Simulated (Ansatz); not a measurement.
# Fields on a plane of CuAu (CuAu type, space group P4/mmm)

```yaml
crystal:
  lattice:
    - [2.88152, 0.00000, 0.00000]
    - [0.00000, 2.88152, 0.00000]
    - [0.00000, 0.00000, 3.61476]
  atoms:
    - { symbol: Cu, position: [0.50000, 0.50000, 0.50000] }
    - { symbol: Au, position: [0.00000, 0.00000, 0.00000] }
```

The slice is a (0 -1 1) plane (indices of the conventional cell) through the point (0.000, 0.000, 0.000) (fractional), spanned by u = [100] and v = [011] in vectors of this cell: u (2.88 Å) and v (4.62 Å, at 90° to u). It covers one period; positions are fractions (u, v).

Atoms on it: Cu at (0.50, 0.50); Au at (0.00, 0.00).

Method: PBE (plane waves to 420 eV, PAW, scalar-relativistic; Ansatz, a program for electronic structure). k mesh 16×16×13. These are valence fields of a PAW run, semicore shells included where kept as valence: close to a nucleus they are smooth pseudo fields. CuAu is run without spin polarisation. CuAu was relaxed with its symmetry unable to fall. Spin-orbit coupling is left out, though Au is heavy.

```
|776666442211001122446666|
|666655332211001122335566|
|554444221100000011224444|
|332222110000000000112222|
|111111000000000000001111|
|000000001111111111000000|
|000000112233443322110000|
|000000224466666644220000|
|000011336688998866331100|
|000011336699999966331100|
|000011336688998866331100|
|000000224466666644220000|
|000000112233443322110000|
|000000001111111111000000|
|111111000000000000001111|
|332222110000000000112222|
|554444221100000011224444|
|666655332211001122335566|
|776666442211001122446666|
|777766552211111122556677|
```
Scale: ten equal steps from -0.80 (start of '0') to 1.85 (end of '9'), in the order '0123456789'. Values: log₁₀ of the valence density in e/Å³. The map has 12 points along u (two characters each, u = 0 at the left) and 20 along v (v = 0 in the bottom row). The scale is logarithmic, as a density can span decades between atoms and voids.

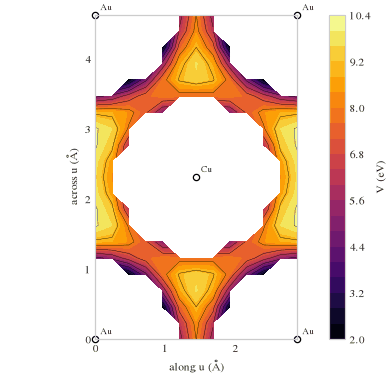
Electrostatic potential energy of an electron, from the cell's mean, in eV, one period of the plane, atoms marked. Points within 1 Å of a nucleus are left white, as the pseudised field means little there. Values under 2 eV are set to 2. The zero, the cell's mean, hangs on the PAW cores.

| Item | Value |
|---|---|
| Density on the Cu–Au line (2.72 Å) at its density minimum, 1.2 Å from Cu | 0.27 e/Å³ |
| ELF at that point | 0.2 |
